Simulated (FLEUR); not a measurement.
# MnZn3: exchange couplings by hand from total energies

Aim: get Heisenberg couplings of MnZn3 from the energies of collinear orders, with pencil and paper, and test them on an order left out of the fit.

Method: LDA (VWN); all-electron FLAPW, Dirac cores, scalar-relativistic bands, in FLEUR MaX-R8.1.

## 1. Starting point

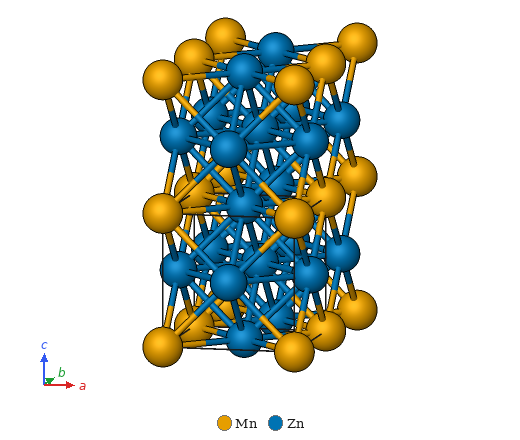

The cell as given, slightly off an axis (manganese orange, zinc blue). 1×2×2 cells are drawn. Some periodic images of atoms are drawn too.

Coordinates:

```cif
data_structure
_symmetry_space_group_name_H-M 'Pm-3m'
_symmetry_Int_Tables_number 221
_cell_length_a 3.8600
_cell_length_b 3.8600
_cell_length_c 3.8600
_cell_angle_alpha 90.000
_cell_angle_beta 90.000
_cell_angle_gamma 90.000
_cell_volume 57.51
loop_
_atom_site_label
_atom_site_type_symbol
_atom_site_symmetry_multiplicity
_atom_site_Wyckoff_symbol
_atom_site_fract_x
_atom_site_fract_y
_atom_site_fract_z
_atom_site_occupancy
Mn1 Mn 1 a 0.00000 0.00000 0.00000 1
Zn1 Zn 3 c 0.00000 0.50000 0.50000 1
```

## 2. The parallel order

All energies count from this run.

inpgen writes inp.xml from crystal.txt; cutoffs, mixing, functional, smearing and local orbitals are then set in the file. The k list default-1 (kpts.xml, not shown) is a Γ-centred 8×8×8 mesh; where the ranks do not divide the number of points, some are split in two of half the weight.

Input file inp.xml:

```
<?xml version="1.0" encoding="UTF-8" standalone="no"?>
<fleurInput fleurInputVersion="0.39">
   <comment>
      MnZn3
   </comment>
   <calculationSetup>
      <cutoffs Kmax="3.6" Gmax="10.8" GmaxXC="10.8" numbands="0"/>
      <scfLoop itmax="90" minDistance="0.00002" maxIterBroyd="15" imix="Anderson" alpha="0.05" precondParam="0.0" spinf="2.0" sdNocoIR="T"/>
      <coreElectrons ctail="T" frcor="F" kcrel="0" coretail_lmax="0"/>
      <xcFunctional name="vwn" relativisticCorrections="F"/>
      <magnetism jspins="2"/>
      <soc l_soc="F" theta="0.0" phi="0.0" spav="F"/>
      <expertModes spex="0" secvar="F"/>
      <geometryOptimization l_f="F" forcealpha="1.0" forcemix="BFGS" epsdisp="0.00001" epsforce="0.00001"/>
      <ldaU l_linMix="F" mixParam="0.05" spinf="1.0"/>
   </calculationSetup>
   <cell>
      <bzIntegration valenceElectrons="51.0" mode="hist" fermiSmearingEnergy="0.00293995">
         <kPointListSelection listName="default-1"/>
         <xi:include xmlns:xi="http://www.w3.org/2001/XInclude" href="kpts.xml"> </xi:include>
      </bzIntegration>
      <xi:include xmlns:xi="http://www.w3.org/2001/XInclude" href="sym.xml"> </xi:include>
      <bulkLattice scale="1.0">
         <bravaisMatrix>
            <row-1>    7.2943428409559994     0.0000000000000000     0.0000000000000000</row-1>
            <row-2>    0.0000000000000000     7.2943428409559994     0.0000000000000000</row-2>
            <row-3>    0.0000000000000000     0.0000000000000000     7.2943428409559994</row-3>
         </bravaisMatrix>
      </bulkLattice>
   </cell>
   <atomSpecies>
      <species name="Manganese 3.500" element="Mn" atomicNumber="25">
         <mtSphere radius="2.51" gridPoints="829" logIncrement="0.015"/>
         <atomicCutoffs lmax="10" lnonsphr="8"/>
         <electronConfig flipSpins="F">
            <coreConfig>(1s1/2) (2s1/2) (2p1/2) (2p3/2)</coreConfig>
            <valenceConfig>(3s1/2) (3p1/2) (3p3/2) (4s1/2) (3d3/2) (3d5/2)</valenceConfig>
            <stateOccupation state="(3d3/2)" spinUp="1.25" spinDown="0.75"/>
            <stateOccupation state="(3d5/2)" spinUp="3.0" spinDown="0.0"/>
         </electronConfig>
         <energyParameters s="4" p="4" d="3" f="4"/>
         <lo type="SCLO" l="0" n="3" eDeriv="0"/>
         <lo type="SCLO" l="1" n="3" eDeriv="0"/>
      </species>
      <species name="Zinc (Zn)" element="Zn" atomicNumber="30">
         <mtSphere radius="2.51" gridPoints="829" logIncrement="0.015"/>
         <atomicCutoffs lmax="10" lnonsphr="8"/>
         <electronConfig flipSpins="F">
            <coreConfig>(1s1/2) (2s1/2) (2p1/2) (2p3/2) (3s1/2) (3p1/2) (3p3/2)</coreConfig>
            <valenceConfig>(4s1/2) (3d3/2) (3d5/2)</valenceConfig>
         </electronConfig>
         <energyParameters s="4" p="4" d="3" f="4"/>
      </species>
   </atomSpecies>
   <atomGroups>
      <atomGroup species="Manganese 3.500">
         <relPos label="                   1">.0000000000 .0000000000 .0000000000</relPos>
         <force calculate="T" relaxXYZ="TTT"/>
      </atomGroup>
      <atomGroup species="Zinc (Zn)">
         <relPos label="                   2">.0000000000 1.000/2.000 1.000/2.000</relPos>
         <relPos label="                   3">1.000/2.000 .0000000000 1.000/2.000</relPos>
         <relPos label="                   4">1.000/2.000 1.000/2.000 .0000000000</relPos>
         <force calculate="T" relaxXYZ="TTT"/>
      </atomGroup>
   </atomGroups>
   <output dos="F" band="F" slice="F">
      <bandDOS minEnergy="-.5*Htr" maxEnergy="0.5*Htr" sigma="0.015" storeEVData="T"/>
      <plotting iplot="0" polar="F">
         <plot TwoD="T" vec1="  1.0  0.0  0.0" vec2="  0.0  1.0  0.0" vec3="  0.0  0.0  1.0" zero="  0.0  0.0  0.0" file="plot"/>
      </plotting>
      <moessbauerParams electricFieldGradient="F" isomerShift="F" coreHyperfine="F" valenceHyperfine="F"/>
   </output>
</fleurInput>
```

Input file crystal.txt:

```
MnZn3
&input film=F cartesian=F /
3.86000000000  0.00000000000  0.00000000000
0.00000000000  3.86000000000  0.00000000000
0.00000000000  0.00000000000  3.86000000000
1.8897261246
1.0 1.0 1.0

4
25 0.00000000000  0.00000000000  0.00000000000 : 3.500
30 0.00000000000  0.50000000000  0.50000000000
30 0.50000000000  0.00000000000  0.50000000000
30 0.50000000000  0.50000000000  0.00000000000

&kpt div1=8 div2=8 div3=8 gamma=T /
```

Run with:

```bash
$ OMP_NUM_THREADS=1 inpgen -f crystal.txt > inpgen.log  # inp.xml is then edited as shown
$ OMP_NUM_THREADS=1 mpirun -n 4 fleur_MPI > fleur.log
```

What it wrote:

```text
Welcome to FLEUR        (www.flapw.de)
      MaX-Release 8.1          (www.max-centre.eu)

 ========== k-point set info ==========
 Selected k-point list: default-1
 k-point list type: mesh
 0 x 0 x 0
 Number of k points: 36

 [... set-up left out ...]
 Iteration:     1   Distance:      20.98349248 me/bohr^3
 Iteration:     2   Distance:      12.04907309 me/bohr^3
 Iteration:     3   Distance:       6.48989394 me/bohr^3
 Iteration:     4   Distance:       5.44603741 me/bohr^3
 Iteration:     5   Distance:       3.50774179 me/bohr^3
[...]
<sumOfEigenvalues value="    -3749.8905240895">
               <coreElectrons value="-3737.2204700996"/>
               <valenceElectrons value="-12.6700539899"/>
            </sumOfEigenvalues>
         [... left out ...]
            <freeEnergy value="-6536.9361908102"/>
            <extrapolationTo0K value="-6536.9352431453"/>
         </totalEnergy>
         <densityConvergence units="me/bohr^3">
            <chargeDensity spin="1" distance="0.0000021843"/>
            <chargeDensity spin="2" distance="0.0000039173"/>
            <overallChargeDensity distance="0.0000024277"/>
            <spinDensity distance="0.0000058599"/>
         </densityConvergence>
      </iteration>
```

Wall time 39 s (4 MPI ranks of Arm Neoverse V1, shared host); peak memory 0.23 GiB.

Spin moment in the muffin-tin sphere by atom:

| atom | spin moment in the muffin-tin sphere (μB) |
| --- | --- |
| Mn1 | 2.94 |
| Zn2 | -0.08 |
| Zn3 | -0.08 |
| Zn4 | -0.08 |

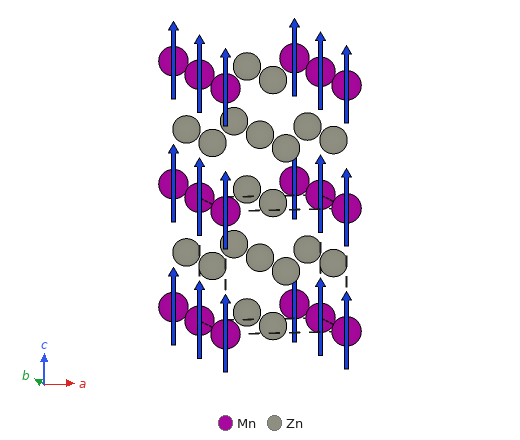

Spin moment in the muffin-tin sphere as arrows, the longest 2.94 μB. Up and down stand for the sign. Arrows give size and sign along the axis of quantisation, drawn up and down the page. 1×2×2 cells are drawn. Some periodic images of atoms are drawn too.

This step gave:

```yaml
free_energy: -177879.0956 eV
program_s_band_gap_on_this_mesh_in_a_metal_only_a_level_spacing: 0.03484 eV
magnetization: 2.683 μB
final_state: ferromagnetic, with opposed induced moments
```

After 26 cycles the largest moment stands at 2.94 μB.

## 3. The orders used for the fit

The other orders were run with the same settings, on meshes that hold the same points. Free energies are divided by the number of Mn atoms; q is in fractions of the reciprocal vectors of the first run's cell.

| order | atoms | mesh | free energy (eV) | eV per Mn | largest moment (μB) |
| --- | --- | --- | --- | --- | --- |
| F + | 4 | 8×8×8 | -177879.0956 | -177879.0956 | 2.94 |
| AF q=(0,0,1/2) +- | 8 | 8×8×4 | -355758.2173 | -177879.1086 | 2.85 |
| AF q=(0,1/2,1/2) +- | 8 | 8×4×8 | -355758.2338 | -177879.1169 | 3.03 |

## 4. Counting neighbours

With E = −Σ J e_i·e_j over ordered pairs of unit vectors, turning a neighbour from parallel to opposed costs 2J a Mn atom. So an order lies 2 Σ n J over the parallel one, n being the opposed neighbours in each shell.

| shell | distance (Å) | neighbours | opposed in AF q=(0,0,1/2) +- | opposed in AF q=(0,1/2,1/2) +- | opposed in AF q=(1/2,1/2,1/2) +- |
| --- | --- | --- | --- | --- | --- |
| J1 | 3.86 | 6 | 2 | 4 | 6 |
| J2 | 5.46 | 12 | 8 | 8 | 0 |
| J3 | 6.69 | 8 | 8 | 0 | 8 |

Only J1 and J2 are kept.

## 5. Solving

```
2 × 2 × J1 + 2 × 8 × J2 = -13.1 meV    (AF q=(0,0,1/2) +-)
2 × 4 × J1 + 2 × 8 × J2 = -21.4 meV    (AF q=(0,1/2,1/2) +-)
J1 = -2.07 meV
J2 = -0.30 meV
```

## 6. The test

The couplings now give the orders that were left out:

```
2 × 6 × (-2.07) = -24.8 meV    (AF q=(1/2,1/2,1/2) +-)
```

The runs themselves:

| order | atoms | mesh | free energy (eV) | eV per Mn | largest moment (μB) | over the parallel order (meV) | foretold (meV) |
| --- | --- | --- | --- | --- | --- | --- | --- |
| AF q=(1/2,1/2,1/2) +- | 8 | 4×8×8 | -355757.7827 | -177878.8914 | 2.75 | +204.2 | -24.8 |

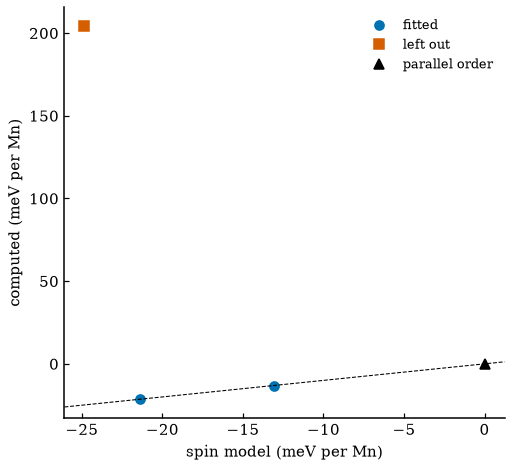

Computed energies of the orders against the model; the dashed line marks agreement.

## 7. Summary of results

* J1 (Mn–Mn at 3.86 Å): -2.07 meV
* J2 (Mn–Mn at 5.46 Å): -0.3 meV
* largest miss on the orders left out: 229 meV

In words: The model misses the order left out by 229 meV, 112 % of the largest distance from the parallel order, so it fails: these couplings alone don't describe the crystal. The largest moments of the orders differ by 9.4 % of the greatest. Shells that were dropped are folded into the couplings or show in the miss.

[Logs and program files are shortened in this print: banners, set-up blocks, solver, clock and traceback lines can be left out without a mark of their own.]

[Logs are printed without paths, hosts, clocks, repeated set-up lines and the standing remarks that a program may print on its own settings, such as how far it seeks lower states.]

[Hosts, paths, dates, database ids (printed as entryN), source tags and the programs' standing remarks are cut or masked in the printed files.]

[Where a cell is said to come from a database of computed structures, the database is the Materials Project.]
